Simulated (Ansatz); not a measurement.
# Calculations on BH₂O₂Cl₃

Part 1: Relaxation

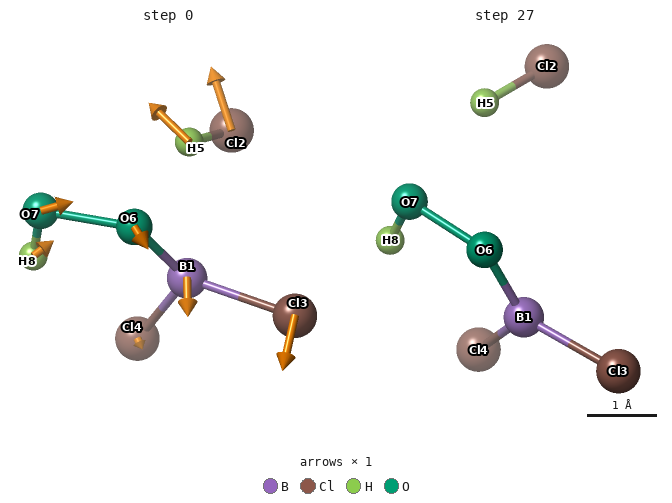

The structure of BH2O2Cl3 (started from a transition state, displaced along its imaginary mode) before (left) and after (right) a relaxation, at one scale. The orange arrows give the displacements, at their true length.

Style: ball-and-stick. Shown face on.

All numbers below come from RKS PBE0-D4/def2-TZVP (Ansatz). Set-up: force threshold 0.005 eV/Å; at most 200 steps.

Describe what moved and what it gained.

Over 23 accepted moves (27 points after the start) the energy falls by 0.975 eV. Largest force component: 5.6 eV/Å at the start, 0.001 eV/Å at the end. The line search rejected the trial steps at points 5, 11, 17, 26 of the run. Cl2 moves most after the best rigid fit: 1.00 Å. Largest moves by element: Cl 1.00 Å, H 0.94 Å, B 0.62 Å, O 0.50 Å. Some distances before and after: B1–Cl2 2.441 → 3.933 Å, Cl2–H5 1.177 → 1.291 Å, B1–Cl3 1.783 → 1.731 Å, O6–O7 1.450 → 1.416 Å. Bond angles that change, for instance: Cl3–B1–Cl4 119.0° → 122.4°, B1–O6–O7 114.4° → 117.7°.

Part 2: Relaxation

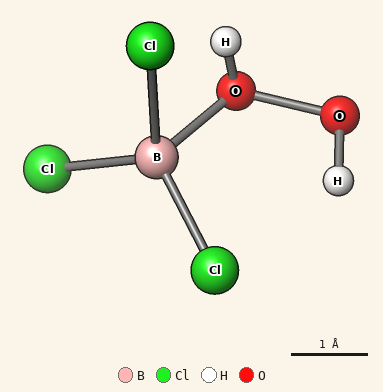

Starting structure of BH2O2Cl3 (started from a transition state, displaced along its imaginary mode). Style: ball-and-stick. Shown face on.

Theory: RKS PBE0-D4/def2-TZVP (Ansatz 0.2.0).

Input file:
```yaml
crystal:
  periodic: [false, false, false]
  atoms:
    - {symbol: B, position_ang: [-0.345462, -0.515421, -0.542242]}
    - {symbol: Cl, position_ang: [1.023526, 0.261863, -1.717842]}
    - {symbol: Cl, position_ang: [-0.485717, -2.248255, -0.692794]}
    - {symbol: Cl, position_ang: [-1.853606, 0.467989, -0.436172]}
    - {symbol: H, position_ang: [1.230181, 0.073974, 0.088455]}
    - {symbol: O, position_ang: [0.628760, -0.201342, 0.680669]}
    - {symbol: O, position_ang: [0.349311, 0.930384, 1.482711]}
    - {symbol: H, position_ang: [-0.546993, 1.230809, 1.137314]}
basis:
  gaussian: {orbitals: def2-TZVP}
hamiltonian: {xc: pbe0, dispersion: d4}
relax: {f_tol: 0.005, max_steps: 200}
```

Run as
```bash
ansatz run in.yaml --threads 8 --pin off --events-out ev --progress --plain --max-ram 19148MiB
```

Where does the relaxation end?

Answer. The energy falls by 0.884 eV in 17 accepted moves (18 points after the start). The largest force component goes from 5.2 to 0.0036 eV/Å. The line search rejected the trial step at point 7 of the run. H5 moves most after the best rigid fit: 0.75 Å. Largest moves by element: H 0.75 Å, Cl 0.64 Å, O 0.57 Å, B 0.23 Å. Some distances before and after: Cl2–H5 1.828 → 2.555 Å, B1–Cl2 1.965 → 1.804 Å, H5–O6 0.888 → 0.975 Å, B1–O6 1.595 → 1.654 Å. Among the angles between lasting bonds that change: B1–O6–H5 87.9° → 107.6°, Cl2–B1–O6 87.4° → 99.2°, Cl4–B1–O6 111.0° → 103.4°. Groups turn about B1–O6 by about 55°, O6–O7 by about 25°.

Step by step:

```csv
step,"E − E(0), eV","largest force component, eV/Å",note
0,0.0000,5.1898,
1,-0.5749,1.1976,
2,-0.7072,0.7872,
3,-0.7457,0.5546,
4,-0.7843,0.5277,
5,-0.7931,0.1098,
6,-0.7945,0.0457,
7,-0.7942,0.2012,rejected
8,-0.7966,0.0624,
9,-0.8018,0.3126,
10,-0.8257,0.3418,
11,-0.8414,0.9078,
12,-0.8596,0.5286,
13,-0.8730,0.3377,
14,-0.8810,0.1045,
15,-0.8822,0.0641,
16,-0.8835,0.0339,
17,-0.8836,0.0117,
18,-0.8836,0.0036,
```

The structure at the end:

```xyz
8

B    -0.2049   -0.4558   -0.7081
Cl    0.9052   -0.2249   -2.1111
Cl   -0.6733   -2.1256   -0.3107
Cl   -1.5828    0.7512   -0.6396
H     1.2886    0.8199    0.1885
O     0.7996    0.0396    0.5086
O     0.1681    0.4436    1.7098
H    -0.7004    0.7520    1.3627
```

The end point in the same view:

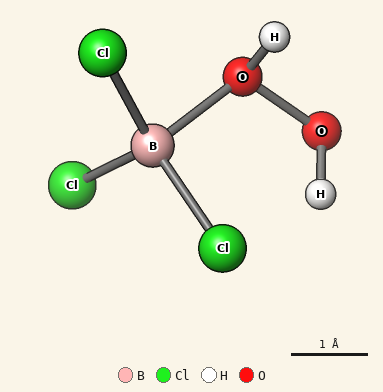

Part 3: Reaction

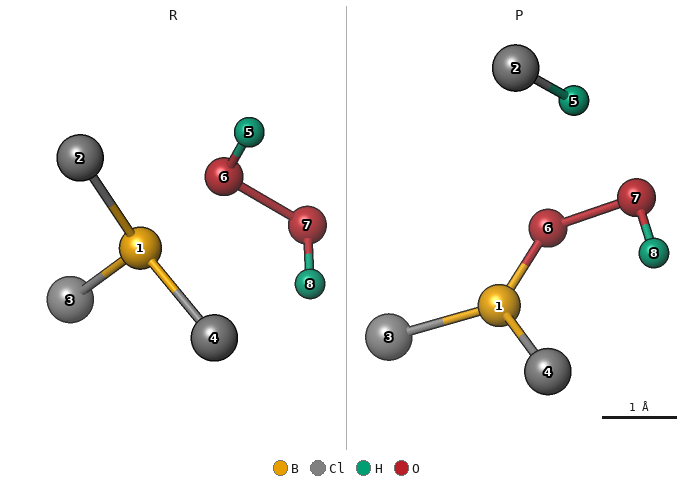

Reactant (R) and product (P) of one elementary step of BH2O2Cl3. A ball-and-stick model, seen face on.

Stationary points at PBE0-D4/def2-TZVP, single-point energies with CCSD(T)/CBS, CCSD(T), r2SCAN-D4, B2PLYP, BHLYP-D4, B3LYP-D4 (def2-TZVPP where no basis is named; Ansatz 0.2.0). The energies are electronic, without zero-point or thermal terms, and both ends are the minima reached downhill from the saddle, with any fragments still in contact. CCSD(T)/CBS stands for a frozen-core estimate: MP2 correlation extrapolated from def2-TZVPP and def2-QZVPP, CCSD(T) minus MP2 from the smaller set.

What is the transition state like, and how high is the barrier?

Counted by bonded pieces, R holds BCl₃ + H₂O₂ and P holds BHCl₂O₂ + HCl. From R over the saddle to P, bonds form: B1–O6 (1.65 → 1.49 → 1.35 Å), Cl2–H5 (2.55 → 1.50 → 1.29 Å). Bonds break: B1–Cl2 (1.80 → 2.20 → 3.93 Å), H5–O6 (0.97 → 1.29 → 2.57 Å). The saddle has one imaginary mode, 1042i cm⁻¹. With CCSD(T)/CBS the barrier is 1.03 eV from R and 1.17 eV from P, and P lies 0.14 eV below R.

| level | barrier from R (eV) | barrier from P (eV) | P less R (eV) |
| --- | --- | --- | --- |
| CCSD(T)/CBS | 1.03 | 1.17 | −0.14 |
| CCSD(T) | 1.01 | 1.21 | −0.20 |
| r2SCAN-D4 | 0.83 | 1.01 | −0.18 |
| B2PLYP | 0.94 | 1.23 | −0.29 |
| BHLYP-D4 | 1.10 | 1.35 | −0.25 |
| B3LYP-D4 | 0.90 | 1.20 | −0.31 |

Against CCSD(T)/CBS, CCSD(T) comes closest on the barrier from R (−0.02 eV) and r2SCAN-D4 misses most (−0.20 eV).

The saddle point in the same view, with dashed sticks for the bonds that form or break:

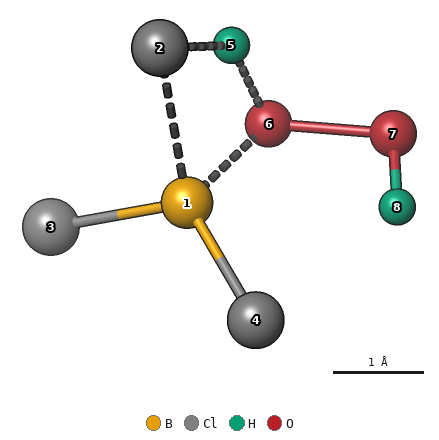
